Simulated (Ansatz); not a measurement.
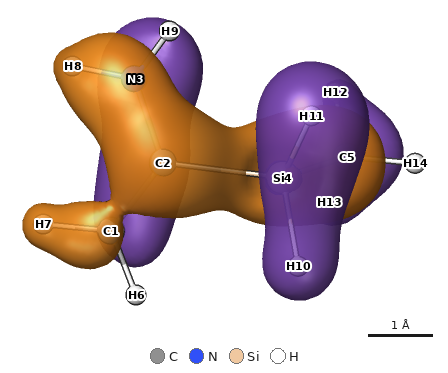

*C$_{3}$H$_{9}$NSi (SMILES C=C(N)[SiH2]C). The HOMO−1 at ±0.1 Å⁻³ᐟ² (orange and purple are the two phases), seen at a tilt.*

Level of theory: Ansatz, RKS BLYP/6-31G.

Input

```
crystal:
  periodic: [false, false, false]
  atoms:
    - { symbol: C, position_ang: [1.0866, 1.0087, -1.2804] }
    - { symbol: C, position_ang: [0.5699, 0.7713, -0.0649] }
    - { symbol: "N", position_ang: [1.2385, 1.111, 1.0704] }
    - { symbol: Si, position_ang: [-1.0224, -0.11, 0.1509] }
    - { symbol: C, position_ang: [-0.8688, -1.9638, 0.071] }
    - { symbol: H, position_ang: [0.4945, 0.8072, -2.1971] }
    - { symbol: H, position_ang: [2.0191, 1.5538, -1.4294] }
    - { symbol: H, position_ang: [2.0127, 1.8483, 0.9345] }
    - { symbol: H, position_ang: [0.6808, 1.329, 1.9292] }
    - { symbol: H, position_ang: [-2.0264, 0.3269, -0.8904] }
    - { symbol: H, position_ang: [-1.6701, 0.2858, 1.4917] }
    - { symbol: H, position_ang: [-0.1709, -2.2918, 0.8907] }
    - { symbol: H, position_ang: [-0.5054, -2.2435, -0.8902] }
    - { symbol: H, position_ang: [-1.8511, -2.462, 0.2427] }
basis:
  gaussian: { orbitals: "6-31G" }
hamiltonian:
  xc: blyp
relax:
  f_tol: 0.02
  max_steps: 40
scf:
  lower_state_search: "off"
output:
  orbitals: {}
```

Run with:

```sh
ansatz run input.yaml --threads 1 --pin off --max-ram 2048MiB --backend cpu --events-out ev --progress --plain --runs-dir out
```

The fields are those of the relaxed geometry.

### What is the character of this orbital?

Its weight (Hirshfeld) is mainly on N3 (about 20 %), C2 (about 20 %), Si4 (about 15 %), C5 (about 15 %), H11 (about 10 %) and C1 (about 10 %). Its energy is −7.02 eV.
